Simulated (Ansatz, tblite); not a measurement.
# Ga10P10 zinc blende off sphere (Ga₁₀P₁₀H₂₈): which spin state is lowest

Aim: set other spin states of Ga10P10 zinc blende off sphere (Ga₁₀P₁₀H₂₈) against its singlet, on many levels of theory.

Computed with Ansatz 0.2.0, Gaussian basis. Level: as each input shows.

Plan: triplet, at the geometry of the singlet (GFN1-xTB, GFN2-xTB, PBE0-D4/def2-SVP, PBE-D4/def2-SVP); the singlet's energies come from earlier runs.

1 further run of the same task is left out (set aside as unsound or not needed).

### 1 The structure

The geometry is that of the singlet, from an earlier relaxation (PBE-D4/def2-SVP).

48 atoms, charge 0, spin multiplicity 1.

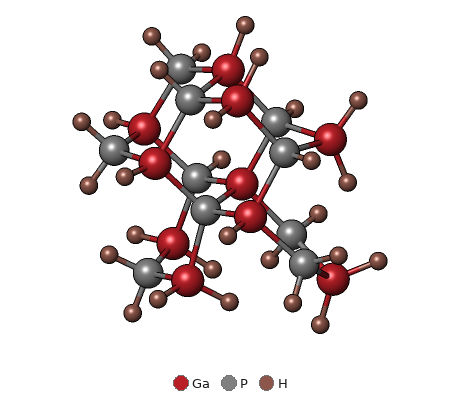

The geometry (gallium red, phosphorus grey, hydrogen brown).

### 2 Triplet at the fixed geometry, GFN1-xTB

Tight binding, by tblite at 300 K electronic temperature and without a spin-polarisation term:

```python
tblite.interface.Calculator('GFN1-xTB', numbers, positions, charge=0, uhf=2).singlepoint()
```

Energy -1496.6088 eV; 0.63 s.

### 3 Triplet at the fixed geometry, GFN2-xTB

Tight binding, by tblite at 300 K electronic temperature and without a spin-polarisation term:

```python
tblite.interface.Calculator('GFN2-xTB', numbers, positions, charge=0, uhf=2).singlepoint()
```

Energy -1401.7481 eV; 0.51 s.

### 4 Triplet at the fixed geometry, PBE0-D4/def2-SVP

in.yaml reads:

```yaml
crystal:
  periodic: [false, false, false]
  atoms:
    - {symbol: Ga, position_ang: [-4.166650, 1.822216, -0.329028]}
    - {symbol: Ga, position_ang: [-1.806526, -3.015894, 3.141509]}
    - {symbol: Ga, position_ang: [1.544590, -3.563476, -0.145632]}
    - {symbol: Ga, position_ang: [-1.265478, 2.223869, -3.083567]}
    - {symbol: Ga, position_ang: [1.864485, -0.664911, -3.059161]}
    - {symbol: Ga, position_ang: [-0.899824, -0.585766, -0.345368]}
    - {symbol: Ga, position_ang: [-1.129556, 1.663766, 2.752870]}
    - {symbol: Ga, position_ang: [1.845361, -0.588021, 2.385048]}
    - {symbol: Ga, position_ang: [1.781474, 2.171542, -0.119578]}
    - {symbol: Ga, position_ang: [4.630809, -0.698081, -0.393567]}
    - {symbol: P, position_ang: [-2.329669, -1.950049, 1.007127]}
    - {symbol: P, position_ang: [-2.399661, 0.764838, -1.612443]}
    - {symbol: P, position_ang: [-2.767631, 2.829036, 1.373307]}
    - {symbol: P, position_ang: [0.472640, -1.972925, -1.655399]}
    - {symbol: P, position_ang: [0.387059, -2.092913, 3.615197]}
    - {symbol: P, position_ang: [3.024266, -1.975929, 0.884117]}
    - {symbol: P, position_ang: [0.282218, 0.779159, -4.224117]}
    - {symbol: P, position_ang: [0.274789, 3.357528, -1.633452]}
    - {symbol: P, position_ang: [3.026046, 0.739969, -1.556428]}
    - {symbol: P, position_ang: [0.351162, 0.757909, 1.099119]}
    - {symbol: H, position_ang: [-4.830578, 2.949562, -1.211545]}
    - {symbol: H, position_ang: [-4.968289, 0.668991, 0.397820]}
    - {symbol: H, position_ang: [-2.814464, -2.389824, 4.179431]}
    - {symbol: H, position_ang: [-1.630293, -4.548251, 2.825833]}
    - {symbol: H, position_ang: [2.312976, -4.645924, -0.996192]}
    - {symbol: H, position_ang: [0.395835, -3.923735, 0.893908]}
    - {symbol: H, position_ang: [-2.093081, 3.164191, -4.034129]}
    - {symbol: H, position_ang: [2.724772, -1.420998, -4.137770]}
    - {symbol: H, position_ang: [-1.924674, 0.416124, 3.331031]}
    - {symbol: H, position_ang: [-0.408398, 2.737300, 3.655378]}
    - {symbol: H, position_ang: [2.680231, 0.272728, 3.410514]}
    - {symbol: H, position_ang: [2.632183, 3.240751, 0.661136]}
    - {symbol: H, position_ang: [5.270824, -1.607925, -1.517032]}
    - {symbol: H, position_ang: [5.453847, 0.216142, 0.597995]}
    - {symbol: H, position_ang: [-2.855666, -2.933107, 0.111054]}
    - {symbol: H, position_ang: [-3.510484, -1.157279, 1.157819]}
    - {symbol: H, position_ang: [-3.050726, -0.141328, -2.512609]}
    - {symbol: H, position_ang: [-3.672853, 3.507422, 2.250700]}
    - {symbol: H, position_ang: [-2.157287, 3.997575, 0.815316]}
    - {symbol: H, position_ang: [-0.428054, -2.666039, -2.528828]}
    - {symbol: H, position_ang: [1.220086, -3.205179, 3.954611]}
    - {symbol: H, position_ang: [0.284693, -1.524332, 4.924097]}
    - {symbol: H, position_ang: [3.835830, -2.764758, 1.764549]}
    - {symbol: H, position_ang: [-0.502137, -0.000756, -5.132420]}
    - {symbol: H, position_ang: [0.983397, 1.560176, -5.198264]}
    - {symbol: H, position_ang: [1.015561, 4.266106, -2.454809]}
    - {symbol: H, position_ang: [-0.485255, 4.329365, -0.908695]}
    - {symbol: H, position_ang: [3.802090, 1.601134, -2.399482]}
basis:
  gaussian: {orbitals: def2-SVP, fitting: {mean_field: def2-universal-jkfit}}
magnetization: {spin_polarized: true, initial_magnetization: 2}
hamiltonian: {xc: pbe0, dispersion: d4}
scf: {omitted_lower_state_checks: [starts]}
output: {orbitals: {seedname: orbitals}}
```

Command:

```sh
$ ansatz run in.yaml --threads 5 --pin off --events-out ev --progress --plain --max-ram 66560MiB --backend cuda --devices 0, --max-vram 37GiB
```

The log of the run:

```text
Functional definition: PBE0
  name "PBE0"
  cite "Adamo & Barone, J. Chem. Phys. 110, 6158 (1999) doi:10.1063/1.478522"
  cite "Perdew, Burke & Ernzerhof, Phys. Rev. Lett. 77, 3865 (1996) doi:10.1103/PhysRevLett.77.3865"
  parent pbe
  parameter a = 0.25
  parameter kappa = 0.804
  parameter beta = 0.06672455060314922
  exchange = (1 - a)*pbe_x(kappa = kappa, mu = beta*pi^2/3) + a*exact_x
  correlation = pbe_c(beta = beta)
these checks for a lower state are left out or cut short: starts
4444 factors; integrals over basis functions are off by at most 3.5e-1 eV
mean field evaluation 1: about -616926.2349 eV, gradient 4.4e1 eV
mean field evaluation 2: about -616922.3769 eV, gradient 5.5e1 eV
mean field evaluation 4: about -616931.8072 eV, gradient 7.2e0 eV
mean field evaluation 8: about -616932.2123 eV, gradient 6.5e-1 eV
mean field evaluation 16: about -616932.2254 eV, gradient 3.6e-2 eV
mean field evaluation 32: about -616932.2261 eV, gradient 8.4e-4 eV
mean field -616932.22605508 eV, -22671.8411358421 hartree, gradient 9.0e-6 eV, S^2 2.005193; 0 other end points of the search recorded, 0 dependent functions left out
reference -616932.22613360 eV, -22671.8411387279 hartree; 245, 243 occupied and 395, 397 virtual orbitals, 4444 factors
Total energy: -616935.92409748 eV, -22671.9770363938 hartree
Checks for a lower state left out: starts
```

It took 45 s on 1 × H100 (card shared with other runs) with 5 threads of AMD EPYC 7R13, shared host; peak host memory 1.4 GiB.

Report: HOMO -2.17 eV, LUMO -6.13 eV (over both spins; with the spin held, an empty level of the minority spin lies below the top filled one); ⟨S²⟩ 2.005 (pure: 2.00).

### 5 Triplet at the fixed geometry, PBE-D4/def2-SVP

start.molden holds the orbitals of an earlier run on this state, given as this run's starting guess.

Edit in.yaml of step 4 so:

```diff
@@ -52,5 +52,5 @@
 basis:
-  gaussian: {orbitals: def2-SVP, fitting: {mean_field: def2-universal-jkfit}}
+  gaussian: {orbitals: def2-SVP, fitting: {mean_field: def2-universal-jkfit}, initial_orbitals: start.molden}
 magnetization: {spin_polarized: true, initial_magnetization: 2}
-hamiltonian: {xc: pbe0, dispersion: d4}
+hamiltonian: {xc: pbe, dispersion: d4}
 scf: {omitted_lower_state_checks: [starts]}
```

The command is unchanged.

The log of the run:

```text
Functional definition: PBE
  name "PBE"
  cite "Perdew, Burke & Ernzerhof, Phys. Rev. Lett. 77, 3865 (1996) doi:10.1103/PhysRevLett.77.3865"
  parent pbe
  parameter kappa = 0.804
  parameter beta = 0.06672455060314922
  exchange = pbe_x(kappa = kappa, mu = beta*pi^2/3)
  correlation = pbe_c(beta = beta)
these checks for a lower state are left out or cut short: starts
4444 factors; integrals over basis functions are off by at most 3.5e-1 eV
mean field evaluation 1: about -616911.4461 eV, gradient 1.3e1 eV
mean field evaluation 2: about -616912.1664 eV, gradient 7.8e-1 eV
mean field evaluation 4: about -616912.1814 eV, gradient 1.4e-1 eV
mean field evaluation 8: about -616912.1831 eV, gradient 6.7e-5 eV
mean field evaluation 16: about -616912.1831 eV, gradient 2.6e-6 eV
mean field -616912.18308012 eV, -22671.1045700980 hartree, gradient 2.7e-6 eV, S^2 2.001761; 0 other end points of the search recorded, 0 dependent functions left out
reference -616912.18318511 eV, -22671.1045739564 hartree; 245, 243 occupied and 395, 397 virtual orbitals, 4444 factors
Total energy: -616916.23319850 eV, -22671.2534092031 hartree
Checks for a lower state left out: starts
```

Run time: 34 s. Hardware: 1 × H100 (card shared with other runs) with 5 threads of AMD EPYC 7R13, shared host; peak host memory 1.4 GiB.

HOMO -1.93 eV, LUMO -6.14 eV (over both spins; with the spin held, an empty level of the minority spin lies below the top filled one); ⟨S²⟩ 2.002 (pure: 2.00).

### 6 Triplet less singlet, vertical

The singlet's energies are those of its earlier runs, whose logs aren't repeated here.

| level | triplet less singlet, vertical (eV) | time |
| --- | --- | --- |
| GFN1-xTB | +4.205 | 1.1 s |
| GFN2-xTB | +3.712 | 0.85 s |
| PBE-D4/def2-SVP | +4.173 | 43 s |
| PBE0-D4/def2-SVP | +4.934 | 57 s |

Times add the two runs; a level without a time comes out of a correlated run. Tight binding without a spin term can't rank spin states.

### 7 Summary of results

```
                                               quantity                                   value
triplet less singlet, vertical, functionals in def2-SVP  +4.173 (PBE-D4) to +4.934 eV (PBE0-D4)
```

**Reading.** All functionals put the triplet above the singlet, over a spread of 0.761 eV. The checks for a lower triplet were left out, so another state of that spin may lie lower. These are electronic energies, without zero-point motion, entropy or surroundings.
